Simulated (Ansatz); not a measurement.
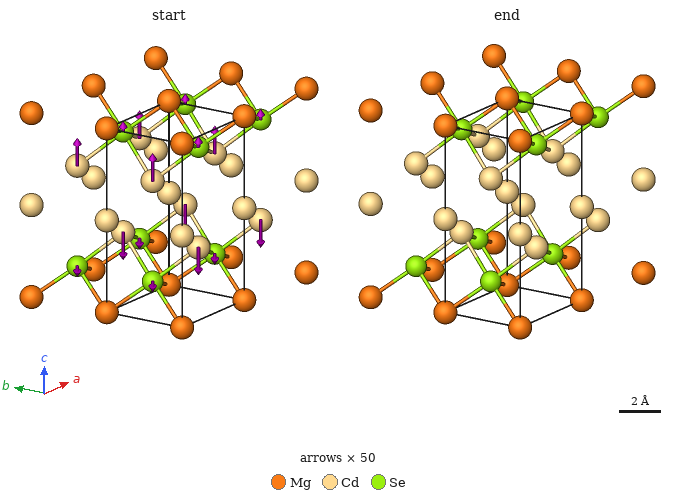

The structure of crystalline MgCd₃Se₂ (a generated structure, set up in P-3m1) before (left) and after (right) a relaxation, at one scale. The purple arrows give the displacements (the part carried along by the change of the cell is left out), magnified 50 times.

The picture is a ball-and-stick view of the cell of the calculation, repeated 2 × 2 × 1 with one cell outlined, seen from a free direction.

Computed with Ansatz, DFT PBE, scalar-relativistic, plane waves, PAW.

Input
```yaml
crystal:
  lattice:
    - [3.9378980953, 0.0, 0.0]
    - [-1.9689490477, 3.4103197881, 0.0]
    - [0.0, 0.0, 10.6823860908]
  atoms:
    - { symbol: Mg, position: [0.0, 0.0, 0.0] }
    - { symbol: Cd, position: [0.3333333333, 0.6666666667, 0.6922156413] }
    - { symbol: Cd, position: [0.6666666667, 0.3333333333, 0.3077843587] }
    - { symbol: Cd, position: [0.0, 0.0, 0.5] }
    - { symbol: Se, position: [0.3333333333, 0.6666666667, 0.1456758814] }
    - { symbol: Se, position: [0.6666666667, 0.3333333333, 0.8543241186] }
basis:
  ecutwfc: 420
kpoints:
  mp_grid: { grid: [12, 12, 4] }
hamiltonian:
  xc: pbe
scf:
  occupations: { method: gaussian, width: 0.1 }
output:
  forces: true
  stress: true
  eigenvalues: true
relax:
  adjacent_minimum: "off"
  f_tol: 0.01
  max_steps: 80
  cell: { stress_tol: 0.05 }
```

Run as
```bash
ansatz run input.yaml --threads 1 --pin off --max-ram 2560MiB --backend cpu --events-out ev --progress --plain --runs-dir out
```

**What changed between the two?**

The largest moves relative to the cell, 0.032 Å, are those of Cd2 and Cd3. Cd3 goes along −c. Largest moves by element: Cd 0.032 Å, Se 0.013 Å. Mg stays in place. The drawn cell changes at constant volume: a = b 3.938 → 3.908 Å (−0.8 %), c 10.682 → 10.847 Å (+1.5 %). Near-neighbour distances that change, for instance: Cd2–Se6 2.858 → 2.848 Å, Mg1–Se5 2.755 → 2.747 Å. The space group stays P-3m1 (No. 164). After 3 accepted moves (4 points after the start) the energy has fallen by 1.1 meV per atom. Largest force component: 0.069 eV/Å at the start, 0.0062 eV/Å at the end. Pressure: −0.03 GPa at the start and 0.00 GPa at the end. At 1 point the geometry stayed and the basis and grid were re-selected for the new cell (energy shift of less than 0.05 meV per atom at most each time).
